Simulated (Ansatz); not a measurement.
# GeH4 (singlet): the correlation ladder at distance Ge1–H2 = 1.701 Å, 6-31G

Aim: climb from Hartree-Fock through coupled cluster and multireference methods for GeH4 (singlet) at one geometry and basis, and see what each rung misses.

The runs use Ansatz 0.2.0, Gaussian basis; 6-31G, core rule «outside noble gas», up to 14 orbitals frozen.

To be run: UHF; CCSD(T) on RHF; BCCD(T) on RHF; CISD; CCSDT(Q) on RHF; CCSDTQ on RHF; CASSCF and MRCISD+Q, 2 electrons in 2 orbitals; CASSCF and NEVPT2, 2 electrons in 2 orbitals; CASSCF and MRCISD+Q, 8 electrons in 8 orbitals; CASSCF and NEVPT2, 8 electrons in 8 orbitals; Full CI.

## Step 1: The geometry

The geometry derives from a PBE0/def2-TZVP stationary point (not a proven minimum). One bond is set to the value named and the two fragments are kept rigid. No spin-orbit coupling is included. The filled d shell of Ge may be among the frozen orbitals whatever the setting's name suggests; the logs give the count.

5 atoms, charge 0, spin multiplicity 1.

Atoms are counted from 1 here; the program's logs count them from 0.

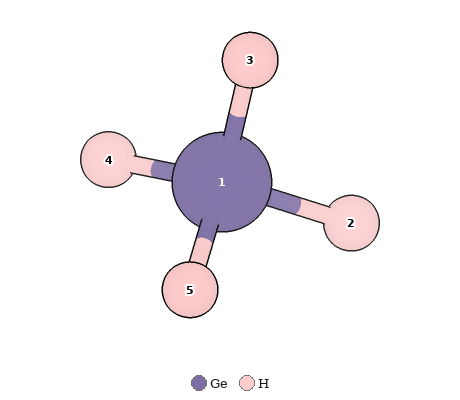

The structure; germanium purple, hydrogen pink; atoms are numbered from 1 in the order of the file.

In the tables R marks a restricted determinant and U an unrestricted one; 'pair' is the active space of 2 electrons in 2 orbitals; 'valence' is the active space of 8 electrons in 8 orbitals; energies count from the table's Hartree-Fock row.

## Step 2: UHF

Input file in.yaml:

```yaml
crystal:
  periodic: [false, false, false]
  atoms:
    - {symbol: Ge, position_ang: [-0.001263, -0.001267, -0.001265]}
    - {symbol: H, position_ang: [0.979112, 0.982293, 0.981016]}
    - {symbol: H, position_ang: [-0.889148, -0.885286, 0.884398]}
    - {symbol: H, position_ang: [-0.885089, 0.883246, -0.890489]}
    - {symbol: H, position_ang: [0.886123, -0.888959, -0.883750]}
basis:
  gaussian: {orbitals: 6-31G}
magnetization: {spin_polarized: true, initial_magnetization: 0}
hamiltonian: {xc: hf}
output: {orbitals: {seedname: orbitals}}
```

Started as:

```bash
$ ansatz run in.yaml --threads 1 --pin off --events-out ev --progress --plain --max-ram 4096MiB --backend cpu
```

Log:

```text
Functional definition: HF
  name "HF"
  cite "Fock, Z. Phys. 61, 126 (1930) doi:10.1007/BF01340294"
  parent pbe
  exchange = exact_x
  correlation = 0
378 factors; integrals over basis functions are off by at most 4.6e-4 eV
mean field evaluation 1: about -56526.1035 eV, gradient 5.9e0 eV
mean field evaluation 2: about -56526.1056 eV, gradient 5.8e0 eV
mean field evaluation 4: about -56526.4129 eV, gradient 9.0e-1 eV
mean field evaluation 8: about -56526.4159 eV, gradient 4.8e-6 eV
mean field -56526.41594001 eV, -2077.3074708145 hartree, gradient 8.3e-6 eV, S^2 0.000000; 0 other end points of the search recorded, 0 dependent functions left out
reference -56526.41594001 eV, -2077.3074708145 hartree; 18, 18 occupied and 19, 19 virtual orbitals, 378 factors
Total energy: -56526.41594001 eV, -2077.3074708145 hartree
```

It took 0.36 s on 1 thread of AMD EPYC 7R13, shared host.

From the report: ⟨S²⟩ of the determinant 0.000 (pure singlet: 0.00).

The unrestricted search falls back on the restricted solution.

## Step 3: CCSD(T) on RHF

Changes to in.yaml since step 2:

```diff
@@ -10,4 +10,3 @@
   gaussian: {orbitals: 6-31G}
-magnetization: {spin_polarized: true, initial_magnetization: 0}
-hamiltonian: {xc: hf}
-output: {orbitals: {seedname: orbitals}}
+magnetization: {spin_polarized: false}
+correlation: {method: ccsd_t, electrons: outside_noble_gas}
```

Same command.

Log (excerpt; [...] marks lines left out):

```text
Functional definition: HF
  name "HF"
  cite "Fock, Z. Phys. 61, 126 (1930) doi:10.1007/BF01340294"
  parent pbe
[...]
378 factors; integrals over basis functions are off by at most 4.6e-4 eV
[...]
mean field -56526.41594001 eV, -2077.3074708145 hartree, gradient 7.6e-6 eV, S^2 0.000000; 0 other end points of the search recorded, 0 dependent functions left out
14 core orbitals not correlated: weight in the atoms' cores, before any rotation towards them, 0.998 or more for the frozen orbitals, at most 0.001 for the correlated occupied ones
reference -56526.41594001 eV, -2077.3074708145 hartree; 4, 4 occupied and 19, 19 virtual orbitals, 378 factors
second order -1.71667370 eV of doubles, -0.00000000 eV of singles
cycle   1  -2.15631799 eV  change   -4.4e-1 eV  update   5.7e-2
[...]
cycle   8  -2.38690457 eV  change    4.3e-6 eV  update   3.0e-6
perturbative correction -0.02925821 eV, -0.0010752193 hartree
Total energy: -56528.83210279 eV, -2077.3962631590 hartree
```

It took 0.45 s on 1 thread of AMD EPYC 7R13, shared host.

From the report: correlation -2.4162 eV; T1 0.009; largest double amplitude 0.07.

## Step 4: BCCD(T) on RHF

Changes to in.yaml since step 3:

```diff
@@ -11,2 +11,2 @@
 magnetization: {spin_polarized: false}
-correlation: {method: ccsd_t, electrons: outside_noble_gas}
+correlation: {method: bccd_t, electrons: outside_noble_gas}
```

Same command.

Log (excerpt; [...] marks lines left out):

```text
Functional definition: HF
  name "HF"
  cite "Fock, Z. Phys. 61, 126 (1930) doi:10.1007/BF01340294"
  parent pbe
[...]
378 factors; integrals over basis functions are off by at most 4.6e-4 eV
[...]
mean field -56526.41594001 eV, -2077.3074708145 hartree, gradient 7.6e-6 eV, S^2 0.000000; 0 other end points of the search recorded, 0 dependent functions left out
14 core orbitals not correlated: weight in the atoms' cores, before any rotation towards them, 0.998 or more for the frozen orbitals, at most 0.001 for the correlated occupied ones
reference -56526.41594001 eV, -2077.3074708145 hartree; 4, 4 occupied and 19, 19 virtual orbitals, 378 factors
second order -1.71667370 eV of doubles, -0.00000000 eV of singles
cycle   1  -2.16087354 eV  change   -4.4e-1 eV  update   5.7e-2
[...]
cycle   8  -2.38635522 eV  change    1.5e-6 eV  update   3.4e-6
perturbative correction -0.02999757 eV, -0.0011023904 hartree
Total energy: -56528.83229280 eV, -2077.3962701416 hartree
```

Wall time 0.49 s (1 thread of AMD EPYC 7R13, shared host).

From the report: correlation -2.4164 eV; largest double amplitude 0.07.

## Step 5: CISD

Changes to in.yaml since step 4:

```diff
@@ -10,3 +10,2 @@
   gaussian: {orbitals: 6-31G}
-magnetization: {spin_polarized: false}
-correlation: {method: bccd_t, electrons: outside_noble_gas}
+correlation: {active_space: {ras: {orbitals: [4, 0, 19], electrons: 8, max_holes: 2, max_particles: 2}, fixed_orbitals: true}}
```

The command is unchanged.

Log:

```text
Functional definition: HF
  name "HF"
  cite "Fock, Z. Phys. 61, 126 (1930) doi:10.1007/BF01340294"
  parent pbe
  exchange = exact_x
  correlation = 0
378 factors; integrals over basis functions are off by at most 4.6e-4 eV
mean field evaluation 1: about -56526.1035 eV, gradient 8.3e0 eV
mean field evaluation 2: about -56526.1056 eV, gradient 8.3e0 eV
mean field evaluation 4: about -56526.4128 eV, gradient 1.3e0 eV
mean field evaluation 8: about -56526.4159 eV, gradient 3.1e-7 eV
mean field -56526.41594001 eV, -2077.3074708145 hartree, gradient 7.6e-6 eV, S^2 0.000000; 0 other end points of the search recorded, 0 dependent functions left out
reference -56526.41594001 eV, -2077.3074708145 hartree; 18, 18 occupied and 19, 19 virtual orbitals, 378 factors
state -56528.70813699 eV, -2077.3917074996 hartree
Total energy: -56528.70813699 eV, -2077.3917074996 hartree
```

Run time: 0.53 s. Hardware: 1 thread of AMD EPYC 7R13, shared host.

From the report: 4,171 determinants.

## Step 6: CCSDT(Q) on RHF

Changes to in.yaml since step 5:

```diff
@@ -10,2 +10,3 @@
   gaussian: {orbitals: 6-31G}
-correlation: {active_space: {ras: {orbitals: [4, 0, 19], electrons: 8, max_holes: 2, max_particles: 2}, fixed_orbitals: true}}
+magnetization: {spin_polarized: false}
+correlation: {method: ccsdt_q, electrons: outside_noble_gas}
```

The command is unchanged.

Log (excerpt; [...] marks lines left out):

```text
Functional definition: HF
  name "HF"
  cite "Fock, Z. Phys. 61, 126 (1930) doi:10.1007/BF01340294"
  parent pbe
[...]
677 factors; integrals over basis functions are off by at most 3.7e-8 eV
[...]
mean field -56526.41633058 eV, -2077.3074851676 hartree, gradient 1.3e-6 eV, S^2 0.000000; 0 other end points of the search recorded, 0 dependent functions left out
14 core orbitals not correlated: weight in the atoms' cores, before any rotation towards them, 0.998 or more for the frozen orbitals, at most 0.001 for the correlated occupied ones
reference -56526.41633058 eV, -2077.3074851676 hartree; 4, 4 occupied and 19, 19 virtual orbitals, 677 factors
second order -1.71674176 eV of doubles, -0.00000000 eV of singles
cycle   1  -2.15636000 eV  change   -4.4e-1 eV  update   5.8e-2
[...]
cycle  10  -2.42605322 eV  change   -8.0e-7 eV  update   4.4e-7
perturbative correction -0.00075846 eV, -0.0000278727 hartree
Total energy: -56528.84314226 eV, -2077.3966688518 hartree
```

It took 1.2 s on 1 thread of AMD EPYC 7R13, shared host.

From the report: correlation -2.4268 eV; T1 0.009; largest double amplitude 0.07.

## Step 7: CCSDTQ on RHF

Changes to in.yaml since step 6:

```diff
@@ -11,2 +11,2 @@
 magnetization: {spin_polarized: false}
-correlation: {method: ccsdt_q, electrons: outside_noble_gas}
+correlation: {method: ccsdtq, electrons: outside_noble_gas}
```

Started as:

```bash
$ ansatz run in.yaml --threads 2 --pin off --events-out ev --progress --plain --max-ram 24576MiB --backend cuda --devices 0, --max-vram 18GiB
```

Log (excerpt; [...] marks lines left out):

```text
Functional definition: HF
  name "HF"
  cite "Fock, Z. Phys. 61, 126 (1930) doi:10.1007/BF01340294"
  parent pbe
[...]
677 factors; integrals over basis functions are off by at most 3.7e-8 eV
[...]
mean field -56526.41633058 eV, -2077.3074851676 hartree, gradient 1.3e-6 eV, S^2 0.000000; 0 other end points of the search recorded, 0 dependent functions left out
14 core orbitals not correlated: weight in the atoms' cores, before any rotation towards them, 0.998 or more for the frozen orbitals, at most 0.001 for the correlated occupied ones
reference -56526.41633058 eV, -2077.3074851676 hartree; 4, 4 occupied and 19, 19 virtual orbitals, 677 factors
second order -1.71674176 eV of doubles, -0.00000000 eV of singles
cycle   1  -2.15636077 eV  change   -4.4e-1 eV  update   5.8e-2
[...]
cycle  10  -2.42710292 eV  change   -5.4e-7 eV  update   5.8e-7
Total energy: -56528.84343349 eV, -2077.3966795547 hartree
```

Run time: 16 s. Hardware: 1 × H100 (card shared with other runs) with 2 threads of AMD EPYC 7R13, shared host; peak host memory 0.8 GiB.

From the report: correlation -2.4271 eV; T1 0.009; largest double amplitude 0.07.

## Step 8: CASSCF and MRCISD+Q, 2 electrons in 2 orbitals

Changes to in.yaml since step 7:

```diff
@@ -10,3 +10,2 @@
   gaussian: {orbitals: 6-31G}
-magnetization: {spin_polarized: false}
-correlation: {method: ccsdtq, electrons: outside_noble_gas}
+correlation: {method: fic_mrcisd_q, electrons: outside_noble_gas, active_space: {window: {electrons: 2, orbitals: 2}}}
```

Started as:

```bash
$ ansatz run in.yaml --threads 1 --pin off --events-out ev --progress --plain --max-ram 4096MiB --backend cpu
```

Log (excerpt; [...] marks lines left out):

```text
Functional definition: HF
  name "HF"
  cite "Fock, Z. Phys. 61, 126 (1930) doi:10.1007/BF01340294"
  parent pbe
[...]
378 factors; integrals over basis functions are off by at most 4.6e-4 eV
[...]
mean field -56526.41594001 eV, -2077.3074708145 hartree, gradient 7.6e-6 eV, S^2 0.000000; 0 other end points of the search recorded, 0 dependent functions left out
reference -56526.41594001 eV, -2077.3074708145 hartree; 18, 18 occupied and 19, 19 virtual orbitals, 378 factors
state -56526.90183470 eV, -2077.3253271151 hartree
contracted CI cycle   1: correlation 0.00000000 eV, 0.0000000000 hartree, residual 9.54e0 eV
contracted CI cycle   2: correlation -1.78785437 eV, -0.0657024363 hartree, residual 1.83e0 eV
contracted CI cycle   3: correlation -1.85314172 eV, -0.0681017020 hartree, residual 4.75e-1 eV
contracted CI cycle   4: correlation -1.85708348 eV, -0.0682465592 hartree, residual 1.05e-1 eV
contracted CI cycle   5: correlation -1.85727427 eV, -0.0682535704 hartree, residual 2.90e-2 eV
contracted CI cycle   6: correlation -1.85728922 eV, -0.0682541200 hartree, residual 8.89e-3 eV
contracted CI cycle   7: correlation -1.85729064 eV, -0.0682541721 hartree, residual 2.27e-3 eV
contracted CI cycle   8: correlation -1.85729074 eV, -0.0682541759 hartree, residual 5.88e-4 eV
state -56526.90183470 eV, -2077.3253271151 hartree; corrected -56528.84981803 eV, -2077.3969141819 hartree
Total energy: -56528.84981803 eV, -2077.3969141819 hartree
```

Run time: 0.87 s. Hardware: 1 thread of AMD EPYC 7R13, shared host.

From the report: 4 determinants; active occupations 1.97, 0.03.

## Step 9: CASSCF and NEVPT2, 2 electrons in 2 orbitals

Changes to in.yaml since step 8:

```diff
@@ -10,2 +10,2 @@
   gaussian: {orbitals: 6-31G}
-correlation: {method: fic_mrcisd_q, electrons: outside_noble_gas, active_space: {window: {electrons: 2, orbitals: 2}}}
+correlation: {method: sc_nevpt2, electrons: outside_noble_gas, active_space: {window: {electrons: 2, orbitals: 2}}}
```

Launched as before.

Log:

```text
Functional definition: HF
  name "HF"
  cite "Fock, Z. Phys. 61, 126 (1930) doi:10.1007/BF01340294"
  parent pbe
  exchange = exact_x
  correlation = 0
378 factors; integrals over basis functions are off by at most 4.6e-4 eV
mean field evaluation 1: about -56526.1035 eV, gradient 8.3e0 eV
mean field evaluation 2: about -56526.1056 eV, gradient 8.3e0 eV
mean field evaluation 4: about -56526.4128 eV, gradient 1.3e0 eV
mean field evaluation 8: about -56526.4159 eV, gradient 3.1e-7 eV
mean field -56526.41594001 eV, -2077.3074708145 hartree, gradient 7.6e-6 eV, S^2 0.000000; 0 other end points of the search recorded, 0 dependent functions left out
reference -56526.41594001 eV, -2077.3074708145 hartree; 18, 18 occupied and 19, 19 virtual orbitals, 378 factors
state -56526.90183470 eV, -2077.3253271151 hartree
state -56526.90183470 eV, -2077.3253271151 hartree; corrected -56528.26888456 eV, -2077.3755652706 hartree
Total energy: -56528.26888456 eV, -2077.3755652706 hartree
```

Wall time 0.74 s (1 thread of AMD EPYC 7R13, shared host).

From the report: 4 determinants; active occupations 1.97, 0.03.

## Step 10: CASSCF and MRCISD+Q, 8 electrons in 8 orbitals

Changes to in.yaml since step 9:

```diff
@@ -10,2 +10,2 @@
   gaussian: {orbitals: 6-31G}
-correlation: {method: sc_nevpt2, electrons: outside_noble_gas, active_space: {window: {electrons: 2, orbitals: 2}}}
+correlation: {method: fic_mrcisd_q, electrons: outside_noble_gas, active_space: {window: {electrons: 8, orbitals: 8}, shells: [{species: Ge, l: s, shell: 4}, {species: Ge, l: p, shell: 4}, {species: H, l: s, shell: 1}]}}
```

Same command.

Log (excerpt; [...] marks lines left out):

```text
Functional definition: HF
  name "HF"
  cite "Fock, Z. Phys. 61, 126 (1930) doi:10.1007/BF01340294"
  parent pbe
[...]
677 factors; integrals over basis functions are off by at most 3.7e-8 eV
[...]
mean field -56526.41633058 eV, -2077.3074851676 hartree, gradient 1.3e-6 eV, S^2 0.000000; 0 other end points of the search recorded, 0 dependent functions left out
reference -56526.41633058 eV, -2077.3074851676 hartree; 18, 18 occupied and 19, 19 virtual orbitals, 677 factors
state -56528.24241883 eV, -2077.3745926731 hartree
contracted CI cycle   1: correlation 0.00000000 eV, 0.0000000000 hartree, residual 5.92e0 eV
contracted CI cycle   2: correlation -0.55008732 eV, -0.0202153362 hartree, residual 1.46e0 eV
contracted CI cycle   3: correlation -0.58273665 eV, -0.0214151767 hartree, residual 3.33e-1 eV
contracted CI cycle   4: correlation -0.58440066 eV, -0.0214763283 hartree, residual 8.44e-2 eV
contracted CI cycle   5: correlation -0.58451079 eV, -0.0214803755 hartree, residual 1.85e-2 eV
contracted CI cycle   6: correlation -0.58451658 eV, -0.0214805881 hartree, residual 4.35e-3 eV
contracted CI cycle   7: correlation -0.58451686 eV, -0.0214805984 hartree, residual 7.69e-4 eV
state -56528.24241883 eV, -2077.3745926731 hartree; corrected -56528.83444187 eV, -2077.3963491184 hartree
Total energy: -56528.83444187 eV, -2077.3963491184 hartree
Checks for a lower state left out: starts, orbital_swaps
```

Wall time 3.2 s (1 thread of AMD EPYC 7R13, shared host).

From the report: 2,500 determinants; active occupations 1.98, 1.97, 1.97, 1.96, 0.04, 0.03, 0.02, 0.02.

## Step 11: CASSCF and NEVPT2, 8 electrons in 8 orbitals

Changes to in.yaml since step 10:

```diff
@@ -10,2 +10,2 @@
   gaussian: {orbitals: 6-31G}
-correlation: {method: fic_mrcisd_q, electrons: outside_noble_gas, active_space: {window: {electrons: 8, orbitals: 8}, shells: [{species: Ge, l: s, shell: 4}, {species: Ge, l: p, shell: 4}, {species: H, l: s, shell: 1}]}}
+correlation: {method: sc_nevpt2, electrons: outside_noble_gas, active_space: {window: {electrons: 8, orbitals: 8}, shells: [{species: Ge, l: s, shell: 4}, {species: Ge, l: p, shell: 4}, {species: H, l: s, shell: 1}]}}
```

Launched as before.

Log:

```text
Functional definition: HF
  name "HF"
  cite "Fock, Z. Phys. 61, 126 (1930) doi:10.1007/BF01340294"
  parent pbe
  exchange = exact_x
  correlation = 0
677 factors; integrals over basis functions are off by at most 3.7e-8 eV
mean field evaluation 1: about -56526.0738 eV, gradient 8.3e0 eV
mean field evaluation 2: about -56526.1000 eV, gradient 8.4e0 eV
mean field evaluation 4: about -56526.4137 eV, gradient 1.3e0 eV
mean field evaluation 8: about -56526.4163 eV, gradient 2.0e-4 eV
mean field -56526.41633058 eV, -2077.3074851676 hartree, gradient 1.3e-6 eV, S^2 0.000000; 0 other end points of the search recorded, 0 dependent functions left out
reference -56526.41633058 eV, -2077.3074851676 hartree; 18, 18 occupied and 19, 19 virtual orbitals, 677 factors
state -56528.24241883 eV, -2077.3745926731 hartree
state -56528.24241883 eV, -2077.3745926731 hartree; corrected -56528.67879395 eV, -2077.3906291630 hartree
Total energy: -56528.67879395 eV, -2077.3906291630 hartree
Checks for a lower state left out: starts, orbital_swaps
```

Wall time 2.5 s (1 thread of AMD EPYC 7R13, shared host).

From the report: 2,500 determinants; active occupations 1.98, 1.97, 1.97, 1.96, 0.04, 0.03, 0.02, 0.02.

## Step 12: Full CI

Changes to in.yaml since step 11:

```diff
@@ -10,2 +10,2 @@
   gaussian: {orbitals: 6-31G}
-correlation: {method: sc_nevpt2, electrons: outside_noble_gas, active_space: {window: {electrons: 8, orbitals: 8}, shells: [{species: Ge, l: s, shell: 4}, {species: Ge, l: p, shell: 4}, {species: H, l: s, shell: 1}]}}
+correlation: {method: fci, electrons: outside_noble_gas}
```

Started as:

```bash
$ ansatz run in.yaml --threads 2 --pin off --events-out ev --progress --plain --max-ram 24576MiB --backend cuda --devices 0, --max-vram 18GiB
```

Log:

```text
Functional definition: HF
  name "HF"
  cite "Fock, Z. Phys. 61, 126 (1930) doi:10.1007/BF01340294"
  parent pbe
  exchange = exact_x
  correlation = 0
677 factors; integrals over basis functions are off by at most 3.7e-8 eV
mean field evaluation 1: about -56526.0738 eV, gradient 8.3e0 eV
mean field evaluation 2: about -56526.1000 eV, gradient 8.4e0 eV
mean field evaluation 4: about -56526.4136 eV, gradient 1.3e0 eV
mean field evaluation 8: about -56526.4163 eV, gradient 2.0e-4 eV
mean field -56526.41633058 eV, -2077.3074851676 hartree, gradient 1.3e-6 eV, S^2 0.000000; 0 other end points of the search recorded, 0 dependent functions left out
14 core orbitals not correlated: weight in the atoms' cores, before any rotation towards them, 0.998 or more for the frozen orbitals, at most 0.001 for the correlated occupied ones
reference -56526.41633058 eV, -2077.3074851676 hartree; 4, 4 occupied and 19, 19 virtual orbitals, 677 factors
state -56528.84342835 eV, -2077.3966793656 hartree
Total energy: -56528.84342835 eV, -2077.3966793656 hartree
```

Run time: 17 s. Hardware: 1 × H100 (card shared with other runs) with 2 threads of AMD EPYC 7R13, shared host; peak host memory 0.76 GiB.

From the report: 39,205,625 determinants, symmetry A'.

## Step 13: How many determinants matter

Natural occupations of the FCI state about the gap (report; correlated orbitals 1 to 10): 1.979, 1.964, 1.964, 1.954, 0.042, 0.028, 0.024, 0.024, 0.004, 0.004. The count of effectively unpaired electrons, Σ n²(2 − n)², is 0.03; a single determinant of this spin has 0.

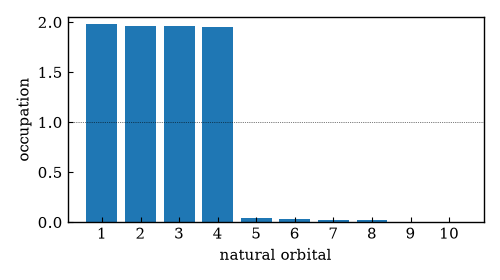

Natural occupations of the FCI state.

## Step 14: Misses and costs

The yardstick is full CI for this spin, exact in this basis with these frozen cores. Rows without a time come out of other runs: HF, MP2 and CCSD of CCSD(T), CCSDT of CCSDT(Q), CASSCF and MRCISD of the multireference runs.

Differences are taken before rounding.

```tsv
method	energy from the lowest RHF (meV)	from FCI (meV)	time
RHF	0.0	+2427.5	
RMP2	-1716.7	+710.8	
CISD	-2292.2	+135.3	0.53 s
RCCSD	-2386.9	+40.6	
RCCSD(T)	-2416.2	+11.3	0.45 s
BCCD(T)	-2416.4	+11.1	0.49 s
RCCSDT	-2426.4	+1.0	
RCCSDT(Q)	-2427.2	+0.3	1.2 s
RCCSDTQ	-2427.5	0.0	16 s (GPU)
CASSCF pair	-485.9	+1941.6	
NEVPT2 pair	-1852.9	+574.5	0.74 s
MRCISD pair	-2343.2	+84.3	
MRCISD+Q pair	-2433.9	-6.4	0.87 s
CASSCF valence	-1826.5	+601.0	
NEVPT2 valence	-2262.9	+164.6	2.5 s
MRCISD valence	-2411.0	+16.5	
MRCISD+Q valence	-2418.5	+9.0	3.2 s
FCI	-2427.5	0	17 s (GPU)
```

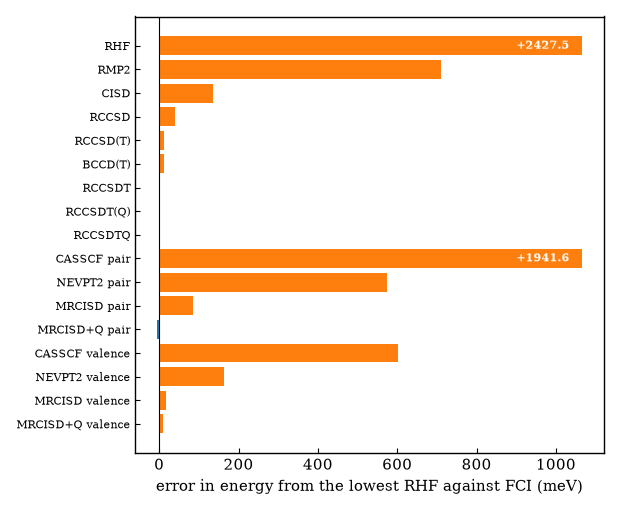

Error of each method against FCI. Bars with a number in them are cut short.

Some runs used a GPU and others CPU threads alone; cost is compared among the CPU runs only.

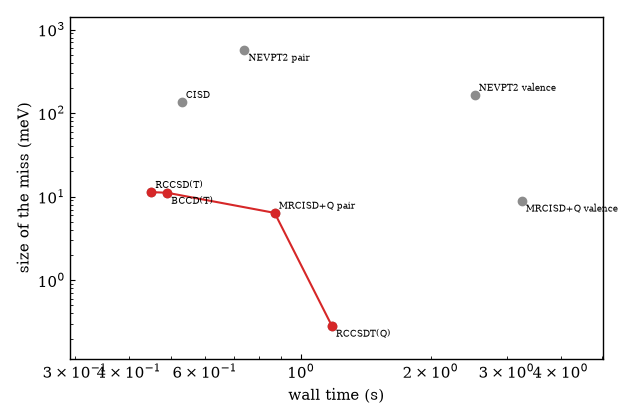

Accuracy for the time spent; red marks the levels that beat every quicker one drawn. Times are from a shared host. Runs this short are mostly start-up, so their order is noise.

## Step 15: Summary of results

| quantity | value |
| --- | --- |
| FCI below the RHF energy | -2.4275 eV |
| RMP2 from FCI | +710.8 meV |
| RCCSD from FCI | +40.6 meV |
| RCCSD(T) from FCI | +11.3 meV |
| RCCSDT(Q) from FCI | +0.3 meV |
| NEVPT2 pair from FCI | +574.5 meV |
| MRCISD+Q pair from FCI | -6.4 meV |
| NEVPT2 valence from FCI | +164.6 meV |
| levels within 1 kcal/mol (43 meV) | RCCSD, RCCSD(T), BCCD(T), RCCSDT, RCCSDT(Q), RCCSDTQ, MRCISD+Q pair, MRCISD valence, MRCISD+Q valence |
| T1 diagnostic | 0.009 |
| effectively unpaired electrons | 0.03 |

**Reading.** RCCSD(T) misses by +11.3 meV, 0.5 % of the correlation energy. MRCISD+Q pair falls below full CI: the +Q correction isn't variational, and the cores differ from full CI's. One determinant dominates. Of the multireference levels listed MRCISD+Q pair comes nearest in total energy (-6.4 meV), which doesn't show that its space is the better one. These misses are within one basis, not against nature.
